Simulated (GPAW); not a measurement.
**ZnWO4 (P2/c): one start, several treatments of the self-energy**

How much does the gap of ZnWO4 (P2/c) depend on the approximation to the self-energy?

Method: LDA and many-body steps on it, plane waves, in GPAW 26.7.0.

**What was measured.**

- Gap 3.9 eV: direct gap from absorption edge with Urbach fit (lower value of the range); optical absorption; 300 K; bulk crystal (thin cleaved platelet of Czochralski crystal, 10-30 um thick) (“Optical absorption of divalent metal tungstates: Correlation between the band-gap energy and the cation ionic radius”, 2008, arxiv:0807.2115).

**1. The starting structure**

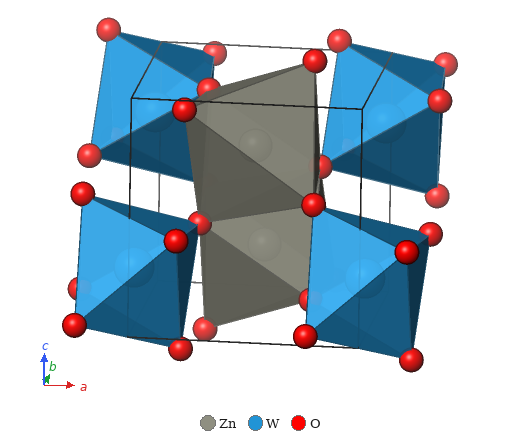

Start, viewed slightly off an axis; zinc grey, tungsten blue, oxygen red. Some periodic images of atoms are drawn too.

As a file:

```cif
data_structure
_symmetry_space_group_name_H-M 'P 1'
_symmetry_Int_Tables_number 1
_cell_length_a 4.6986
_cell_length_b 5.7293
_cell_length_c 4.9367
_cell_angle_alpha 90.000
_cell_angle_beta 90.615
_cell_angle_gamma 90.000
_cell_volume 132.89
loop_
_atom_site_label
_atom_site_type_symbol
_atom_site_fract_x
_atom_site_fract_y
_atom_site_fract_z
_atom_site_occupancy
Zn1 Zn 0.50000 0.68400 0.25000 1
Zn2 Zn 0.50000 0.31600 0.75000 1
W3 W 0.00000 0.18258 0.25000 1
W4 W 0.00000 0.81742 0.75000 1
O5 O 0.21690 0.10510 0.93630 1
O6 O 0.78310 0.10510 0.56370 1
O7 O 0.78310 0.89490 0.06370 1
O8 O 0.21690 0.89490 0.43630 1
O9 O 0.25650 0.37770 0.39960 1
O10 O 0.74350 0.37770 0.10040 1
O11 O 0.74350 0.62230 0.60040 1
O12 O 0.25650 0.62230 0.89960 1
```

The cell and positions come from the Crystallography Open Database and are kept as given unless a step says otherwise. Spin-orbit coupling is left out unless a step names it.

**2. Empty states on the mesh, 4×2×4 mesh, 311 bands**

This step: GPAW 26.7.0; DFT, LDA, plane waves, PAW.

The sums over transitions need many empty states on a uniform mesh; this step solves for them.

Input file run.py:

```python
import json
import numpy as np
from gpaw.mpi import world
from gpaw import GPAW

calc = GPAW('gs.gpw').fixed_density(kpts={'size': (4, 2, 4), 'gamma': True},
    nbands=362,
    convergence={'bands': 311},
    txt='nscf.txt')
calc.write('full.gpw', mode='all')
res = {}
kpts = calc.get_ibz_k_points()
res['kpts'] = kpts
res['eigenvalues'] = [calc.get_eigenvalues(kpt=k) for k in range(len(kpts))]
res['n_electrons'] = calc.get_number_of_electrons()

if world.rank == 0:
    with open('result.json', 'w') as f:
        json.dump(res, f, default=lambda x: x.tolist())
```

Started as:

```bash
> mpirun -n 4 gpaw python run.py
```

Numbers of over 12 decimals in the logs are rounded to 6 here.

Log:

```text
Diagonalizing LCAO Hamiltonian
Converting LCAO to pw mode
convergence criteria:
- Maximum integral of absolute [eigenst]ate change: 4e-08 eV^2 / valence electron
maximum number of iterations: 100

SCF iterations
|iter     |     time |      energy | eigst |  dens |
|iter:   1|  |             | +4.30 |       |
|iter:   2|  |             | +3.07 |       |
|iter:   3|  |             | +1.97 |       |
[...]
|iter:  14|  |             | -6.58 |       |
|iter:  15|  |             | -6.99 |       |
|iter:  16|  |             | -7.45c|       |
SCF steps: 16
  __  _  _
 | _ |_)|_||  |
 |__||  | ||/\| - 26.7.0

Input parameters:
  mode=PW(ecut=600.0),
  convergence={'bands': 311},
  gpts=array([27, 35, 28]),
  kpts=MonkhorstPack(size=(4, 2, 4), gamma=True),
  maxiter=100,
  nbands=362,
  occupations=Occupations(name='fermi-dirac', width=0.001, fixmagmom=False),
  parallel={},
  xc=XC(name='LDA')
# Writing to full.gpw (mode='all')
  [... matrices ...]

timing:  # [seconds]
  Total: 0.132  # ━━━━━━━━━━━━━━━━━━━━━━━━━━━━━━━━━━━━━━━━━━━━━━━━━━━━━━━━━━━
```

Wall time 5.8 min (4 MPI ranks of Arm Neoverse V2, shared host); peak memory 1.9 GiB.

Numbers from this step:

- gap: 2.835 eV
- k of the valence top: 0, 0.5, 0
- k of the conduction bottom: 0, 0.5, 0
- least direct gap: 2.835 eV
- k points computed: 20
- lowest point of the top converged band, above the valence top: 83.1170 eV

On this mesh the gap is 2.835 eV.

**3. G0W0, Godby-Needs plasmon pole**

Now the one-shot GW correction: screening in the RPA, then the self-energy of the levels asked for.

This step: G0W0 on LDA, plane waves, PAW.

Input file run.py:

```python
import json
import numpy as np
from gpaw.mpi import world
from gpaw.response.g0w0 import G0W0

gw = G0W0('full.gpw',
    filename='gw',
    kpts=[0, 3],
    bands=(48, 52),
    ecut=60,
    nbands=140,
    integrate_gamma='WS',
    ppa=True)
gw.calculate()
res = {mode: {k: v for k, v in r.items() if k != 'sigma_eskwn'}
       for mode, r in gw.all_results.items()}

if world.rank == 0:
    with open('result.json', 'w') as f:
        json.dump(res, f, default=lambda x: x.tolist())
```

Started as:

```bash
> mpirun -n 4 gpaw python run.py
```

Log:

```text
Using integrator: PointIntegrator
FrequencyGridDescriptor(from 0.000+0.000j to 0.000+27.211j eV, 2 points)
Nonperiodic BCs:  [False False False]
Using integrator: PointIntegrator
FrequencyGridDescriptor(from 0.000+0.000j to 0.000+27.211j eV, 2 points)
Nonperiodic BCs:  [False False False]
  ___  _ _ _
 |   || | | |
 | | || | | |
 |__ ||_____|
 |___|

BZ k-points: Symmetries present (total): 2

  [... matrices ...]
32 k-points: 4 x 2 x 4 Monkhorst-Pack grid + [1/8,1/4,1/8]
20 k-points in the irreducible part of the Brillouin zone
       k-points in crystal coordinates                weights
   0:     0.00000000    0.00000000    0.00000000          1/32
   1:     0.00000000    0.00000000    0.25000000          2/32
   2:     0.00000000    0.00000000    0.50000000          1/32
   3:     0.00000000    0.50000000    0.00000000          1/32
   4:     0.00000000    0.50000000    0.25000000          2/32
   5:     0.00000000    0.50000000    0.50000000          1/32
   6:     0.25000000    0.00000000   -0.25000000          2/32
   7:     0.25000000    0.00000000    0.00000000          2/32
   8:     0.25000000    0.00000000    0.25000000          2/32
   9:     0.25000000    0.00000000    0.50000000          2/32
          ...
  19:     0.50000000    0.50000000    0.50000000          1/32

Distributing spins, k-points and bands (1 x 2 x 4) over 4 processes
Number of blocks: 1

Quasi particle states:
k-points (IBZ indices): [0, 3]
Band range: (48, 52)
  [... matrices ...]
Computational parameters:
Plane wave cut-off: 60 eV
Number of bands: 140
Coulomb cutoff: None
Broadening: 0.1 eV

fxc modes: GW
Kernel: RPA
Using Godby-Needs plasmon-pole approximation:
  Fitting energy: i*E0, E0 = 1.000 Hartree
Summing all q:

Calculating screened Coulomb potential
No Coulomb truncation
FrequencyGridDescriptor(from 0.000+0.000j to 0.000+27.211j eV, 2 points)
Removing empty qpoint cache files...

Calculating chi0 body with:
    Ground state adapter containing:
    Number of spins: 1
    Number of kpoints: 32
    Number of irreducible kpoints: 20
    Number of completely occupied states: 50
    Number of partially occupied states: 50
    Occupied states memory: 20.187378 M / cpu

    Linear response parametrization:
    q_c: [0.0, 0.0, 0.0]
    Number of frequency points: 2
    Planewave cutoff: 60.0
    Number of bands: 140
    Number of planewaves: 137
    Broadening (eta): 1e-06
    comm.size: 4
    kncomm.size: 4
    blockcomm.size: 1

    Memory estimate of potentially large arrays:
        chi0_wGG: 0.572784 M / cpu
Integrating chi0 body.

Symmetries of q_c:
    Direct symmetries (Uq -> q): 2
    Indirect symmetries (TUq -> q): 0
In total 2 allowed symmetries.

  [... matrices ...]
20 groups of equivalent kpoints. 37.5% reduction.

Integral kind: response function
Integrating chi0 head and wings.

Symmetries of q_c:
    Direct symmetries (Uq -> q): 2
    Indirect symmetries (TUq -> q): 0
In total 2 allowed symmetries.

  [... matrices ...]
20 groups of equivalent kpoints. 37.5% reduction.

Integral kind: response function wings

Calculating chi0 body with:
    Ground state adapter containing:
    Number of spins: 1
    Number of kpoints: 32
    Number of irreducible kpoints: 20
    Number of completely occupied states: 50
    Number of partially occupied states: 50
    Occupied states memory: 20.187378 M / cpu

[... the further q-points ...]

Results:
f:      Occupation numbers
eps:     KS-eigenvalues [eV]
vxc:     KS vxc [eV]
exx:     Exact exchange [eV]
sigma:   Self-energies [eV]
dsigma:  Self-energy derivatives
Z:       Renormalization factors
qp:      QP-energies [eV]

k-point 0 (0): (0.000, 0.000, 0.000)                GW
band       f     eps     vxc     exx   sigma  dsigma       Z      qp
                                                                   GW
  48   1.000   4.291 -21.291 -26.282   5.076  -0.295   0.772   4.357
  49   1.000   4.318 -22.830 -27.858   4.985  -0.286   0.777   4.284
  50   0.000   7.884 -21.073 -15.824  -2.854  -0.231   0.812   9.830
  51   0.000   8.333 -22.113 -16.416  -3.178  -0.235   0.810  10.374

k-point 1 (3): (0.000, 0.500, 0.000)                GW
band       f     eps     vxc     exx   sigma  dsigma       Z      qp
                                                                   GW
  48   1.000   4.076 -24.847 -30.325   4.997  -0.286   0.778   3.702
  49   1.000   4.572 -24.298 -29.506   5.043  -0.284   0.779   4.443
  50   0.000   7.407 -21.332 -15.769  -3.201  -0.221   0.819   9.342
  51   0.000   8.342 -22.401 -16.611  -3.204  -0.235   0.810  10.435
```

The job ended after 4.3 min (4 MPI ranks; peak memory 2.8 GiB).

This step gave:

* G0W0 gap on the points computed: 4.899 eV
* least direct G0W0 gap on the computed points: 4.899 eV
* Z at the valence top: 0.7788
* Z at the conduction bottom: 0.8188
* starting gap on the mesh: 2.835 eV
* k of the valence top: 0, 0.5, 0
* k of the conduction bottom: 0, 0.5, 0

The gap on the mesh goes from 2.84 eV to 4.90 eV, a correction of +2.06 eV.

**4. One-shot HSE06**

This step: one-shot HSE06 levels on LDA orbitals, plane waves, PAW.

Input file run.py:

```python
import json
import numpy as np
from gpaw.mpi import world
from gpaw.hybrids.eigenvalues import non_self_consistent_eigenvalues

dft, vxc, vxc_hyb = non_self_consistent_eigenvalues('full.gpw', 'HSE06', 48, 52, kpt_indices=[0, 3])
res = {'dft': dft[0], 'hybrid': (dft - vxc + vxc_hyb)[0]}
if world.rank == 0:
    with open('hybrid.txt', 'w') as f:
        for k, e0, e1 in zip([0, 3], res['dft'], res['hybrid']):
            print(k, ' '.join(f'{x:9.4f}' for x in e0), '|', ' '.join(f'{x:9.4f}' for x in e1), file=f)

if world.rank == 0:
    with open('result.json', 'w') as f:
        json.dump(res, f, default=lambda x: x.tolist())
```

Started as:

```bash
> mpirun -n 4 gpaw python run.py
```

Log:

```text
IBZ(<points: 20, symmetries: 2>)
Occupied bands: 50
Transforming wave functions from IBZ to BZ: 0.031 seconds
Distributing wave functions and iFFT-ing to real space: 0.900 seconds
Calculating eigenvalues:
  k-points: 2
  Bands: 48-51 (inclusive)
  Seconds: 3.926 (wave-function broadcasting: 0.017 seconds)
HSE06-eigenvalue shifts:
  min: -1.209 eV
  ave: -0.081 eV
  max: 1.030 eV
```

Wall time 7.8 s (4 MPI ranks); peak memory 1.9 GiB; 31 s of CPU time.

This step gave:

| Quantity | Value |
| --- | --- |
| starting gap on the mesh | 2.835 eV |
| hybrid gap on the mesh | 5.027 eV |
| least direct hybrid gap on the computed points | 5.027 eV |

**5. G0W0, extrapolated in the cutoff**

This step: G0W0 on LDA, plane waves, PAW.

Input file run.py:

```python
import json
import numpy as np
from gpaw.mpi import world
from gpaw.response.g0w0 import G0W0

gw = G0W0('full.gpw',
    filename='gw',
    kpts=[0, 3],
    bands=(48, 52),
    ecut=100.0,
    integrate_gamma='WS',
    ppa=True,
    ecut_extrapolation=True)
gw.calculate()
res = {mode: {k: v for k, v in r.items() if k != 'sigma_eskwn'}
       for mode, r in gw.all_results.items()}

if world.rank == 0:
    with open('result.json', 'w') as f:
        json.dump(res, f, default=lambda x: x.tolist())
```

Started as:

```bash
> mpirun -n 4 gpaw python run.py
```

Log:

```text
Using integrator: PointIntegrator
FrequencyGridDescriptor(from 0.000+0.000j to 0.000+27.211j eV, 2 points)
Nonperiodic BCs:  [False False False]
Using integrator: PointIntegrator
FrequencyGridDescriptor(from 0.000+0.000j to 0.000+27.211j eV, 2 points)
Nonperiodic BCs:  [False False False]
  ___  _ _ _
 |   || | | |
 | | || | | |
 |__ ||_____|
 |___|

BZ k-points: Symmetries present (total): 2

  [... matrices ...]
32 k-points: 4 x 2 x 4 Monkhorst-Pack grid + [1/8,1/4,1/8]
20 k-points in the irreducible part of the Brillouin zone
       k-points in crystal coordinates                weights
   0:     0.00000000    0.00000000    0.00000000          1/32
   1:     0.00000000    0.00000000    0.25000000          2/32
   2:     0.00000000    0.00000000    0.50000000          1/32
[...]
9:     0.25000000    0.00000000    0.50000000          2/32
          ...
  19:     0.50000000    0.50000000    0.50000000          1/32

Distributing spins, k-points and bands (1 x 2 x 4) over 4 processes
Number of blocks: 1

Quasi particle states:
k-points (IBZ indices): [0, 3]
Band range: (48, 52)
  [... matrices ...]
Computational parameters:
Extrapolating to infinite plane wave cut-off using points at:
  86.177 eV
  92.448 eV
  100.000 eV
Number of bands: 301
Coulomb cutoff: None
Broadening: 0.1 eV

fxc modes: GW
Kernel: RPA
Using Godby-Needs plasmon-pole approximation:
  Fitting energy: i*E0, E0 = 1.000 Hartree
Summing all q:

Calculating screened Coulomb potential
No Coulomb truncation
FrequencyGridDescriptor(from 0.000+0.000j to 0.000+27.211j eV, 2 points)
Removing empty qpoint cache files...

Calculating chi0 body with:
    Ground state adapter containing:
    Number of spins: 1
    Number of kpoints: 32
    Number of irreducible kpoints: 20
[...]
chi0_wGG: 2.513702 M / cpu
Integrating chi0 body.

Symmetries of q_c:
    Direct symmetries (Uq -> q): 2
    Indirect symmetries (TUq -> q): 0
In total 2 allowed symmetries.

  [... matrices ...]
20 groups of equivalent kpoints. 37.5% reduction.

Integral kind: response function
Integrating chi0 head and wings.

Symmetries of q_c:
    Direct symmetries (Uq -> q): 2
    Indirect symmetries (TUq -> q): 0
In total 2 allowed symmetries.

  [... matrices ...]
20 groups of equivalent kpoints. 37.5% reduction.

Integral kind: response function wings

Calculating chi0 body with:
    Ground state adapter containing:
    Number of spins: 1
    Number of kpoints: 32
    Number of irreducible kpoints: 20
    Number of completely occupied states: 50
    Number of partially occupied states: 50
    Occupied states memory: 20.187378 M / cpu

[... the further q-points ...]
Extrapolating selfenergy to infinite energy cutoff:
  Performing linear fit to 3 points
  Warning: Bad quality of linear fit for some (n,k).
           Higher cutoff might be necessary.
  Minimum R^2 = 0.2172. (R^2 Should be close to 1)
  [... matrices ...]
Results:
f:      Occupation numbers
eps:     KS-eigenvalues [eV]
vxc:     KS vxc [eV]
exx:     Exact exchange [eV]
sigma:   Self-energies [eV]
dsigma:  Self-energy derivatives
Z:       Renormalization factors
qp:      QP-energies [eV]

k-point 0 (0): (0.000, 0.000, 0.000)                GW
band       f     eps     vxc     exx   sigma  dsigma       Z      qp
                                                                   GW
  48   1.000   4.291 -21.291 -26.282   4.376  -0.310   0.763   3.822
  49   1.000   4.318 -22.830 -27.858   4.406  -0.302   0.768   3.840
  50   0.000   7.884 -21.073 -15.824  -3.605  -0.243   0.805   9.207
[...]
k-point 1 (3): (0.000, 0.500, 0.000)                GW
band       f     eps     vxc     exx   sigma  dsigma       Z      qp
                                                                   GW
[...]
50   0.000   7.407 -21.332 -15.769  -3.938  -0.231   0.812   8.727
  51   0.000   8.342 -22.401 -16.611  -3.979  -0.248   0.801   9.792
```

Wall time 15 min (4 MPI ranks); peak memory 2.9 GiB; 60 min of CPU time.

This step gave:

```yaml
quasiparticle_gap_on_the_points_computed: 4.644 eV
least_direct_quasiparticle_gap_on_the_computed_points: 4.644 eV
z_at_the_valence_top: 0.7688
z_at_the_conduction_bottom: 0.8120
starting_gap_on_the_mesh: 2.835 eV
k_of_the_valence_top: 0, 0.5, 0
k_of_the_conduction_bottom: 0, 0.5, 0
gaps_at_the_cutoffs_of_the_extrapolation: 4.739, 4.730, 4.720 eV
```

Against G0W0 in GPAW (4×2×4 mesh, 140 bands, screening to 60 eV, Godby-Needs plasmon pole), the gap moves by −0.256 eV.

[end of part 1 of 2]

[Paths, hosts, dates, memory and timing lines, banners, echoed tables and standing remarks are left out of the program output.]

[Logs are printed without paths, hosts, clocks, repeated set-up lines and the standing remarks that a program may print on its own settings, such as how far it seeks lower states.]

[Runs of the session that timed out or met a known fault of the program may be left out.]

[Hosts, paths, dates, database ids (printed as entryN), source tags and the programs' standing remarks are cut or masked in the printed files.]
